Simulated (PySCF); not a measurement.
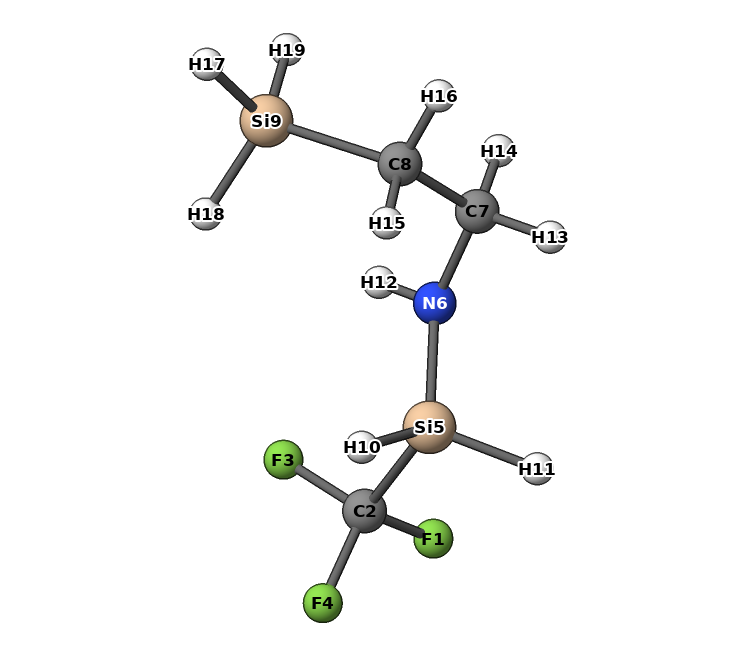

The questions are on Hirshfeld charges. The computed structure is the end point of a GFN2-xTB optimisation. No frequency run is at hand to confirm it as a minimum. Properties computed with PBE0/pcSseg-1, gas phase (PySCF 2.14.0).

List the Hirshfeld charges.

| atom | value (e) |
| --- | --- |
| F1 | −0.11 |
| C2 | 0.17 |
| F3 | −0.10 |
| F4 | −0.11 |
| Si5 | 0.36 |
| N6 | −0.24 |
| C7 | −0.02 |
| C8 | −0.16 |
| Si9 | 0.31 |
| H10 | −0.08 |
| H11 | −0.07 |
| H12 | 0.11 |
| H13 | 0.04 |
| H14 | 0.04 |
| H15 | 0.04 |
| H16 | 0.04 |
| H17 | −0.07 |
| H18 | −0.08 |
| H19 | −0.08 |

The geometry is semi-empirical. Around Si such bond lengths and angles can be off by a tenth of an ångström or more and by several degrees, and values that hang on the shape move with them.
